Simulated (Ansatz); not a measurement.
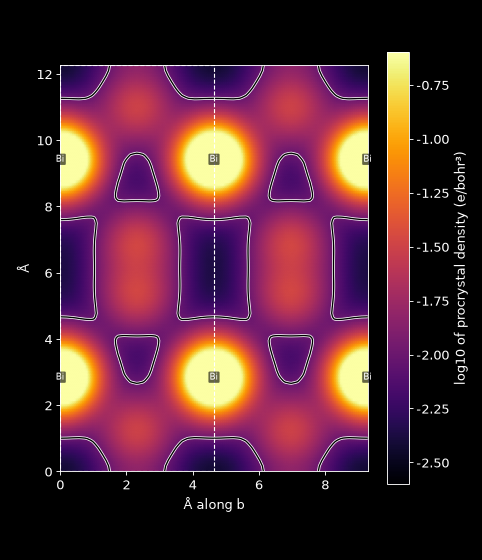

Procrystal electron density of Bi (R-3m), computed on the section x = 0.000 (parallel to b and c; the dashed line is one cell). It is the sum of the densities of spherically averaged neutral Hartree-Fock atoms, not a self-consistent density. The black line is the 0.01 e/bohr³ contour that bounds the voids. From Rb on the atoms have core potentials, so only their outer electrons count. The usual level for crystal voids is 0.002 e/bohr³; this crystal has almost no region below it, so a higher level is used, which marks the interstitial space of lowest density.

Origin of the cell: coordinates from a relaxation at fixed volume with Ansatz 0.2.0, DFT PBE, spin-orbit coupling, plane waves, PAW.

```cif
data_structure
_symmetry_space_group_name_H-M 'P 1'
_symmetry_Int_Tables_number 1
_cell_length_a 4.6418
_cell_length_b 4.6418
_cell_length_c 12.2668
_cell_angle_alpha 90.000
_cell_angle_beta 90.000
_cell_angle_gamma 120.000
_cell_volume 228.90
loop_
_atom_site_label
_atom_site_type_symbol
_atom_site_fract_x
_atom_site_fract_y
_atom_site_fract_z
_atom_site_occupancy
Bi1 Bi 0.33333 0.66667 0.89855 1
Bi2 Bi 0.00000 0.00000 0.76812 1
Bi3 Bi 0.00000 0.00000 0.23188 1
Bi4 Bi 0.66667 0.33333 0.10145 1
Bi5 Bi 0.66667 0.33333 0.56522 1
Bi6 Bi 0.33333 0.66667 0.43478 1
```

Q: What share of the cell is void by this measure?

A: The voids take about 29 % of the cell (67 Å³ of 228.9 Å³) and are bounded by about 150 Å² of surface per cell.

Q: What shape does the empty space take in three dimensions?

A: Where they connect, they form a three-dimensional network.

Q: How low does the density fall, and where?

A: To about 0.0038 e/bohr³ near 0.00, 0.00, 0.00 (fractional), 2.8 Å from the nearest nucleus.

Q: At what density do the voids first join through the crystal?

A: At about 0.007 e/bohr³, as a three-dimensional network.
